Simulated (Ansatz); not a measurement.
```tsv
atom	x (Å)	y (Å)	z (Å)
C	0.0000	0.0000	-1.9805
C	0.0000	0.0000	0.5219
Ge	0.0000	0.0000	2.2492
N	0.0000	0.0000	-0.7907
```

Geometry: PBE0-D3(BJ)/def2-SVPD.

Theory: Ansatz, isolated molecule in a Gaussian basis; Kohn-Sham density functional theory, functional PBE0.

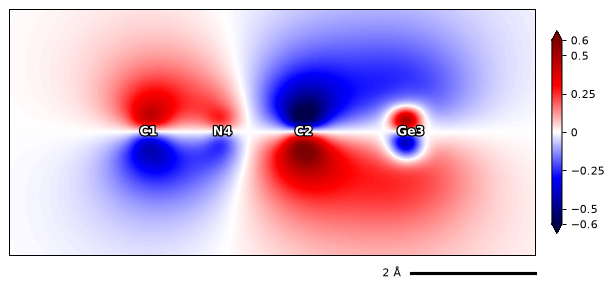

C$_{2}$GeN (SMILES [C-]#[N+][C]#[Ge-]) (charge −1). The HOMO on a plane that holds the molecular axis (values in Å⁻³ᐟ²; the overall sign is arbitrary).

Where does this orbital lie, and at what energy?

By Hirshfeld shares it lies mainly on Ge3 (about 40 %), C2 (about 35 %), C1 (about 15 %) and N4 (about 10 %); it vanishes on the molecular axis (π type); π-bonding across Ge3–C2. It is one of a degenerate set, so its orientation is arbitrary. Its energy is −0.93 eV.
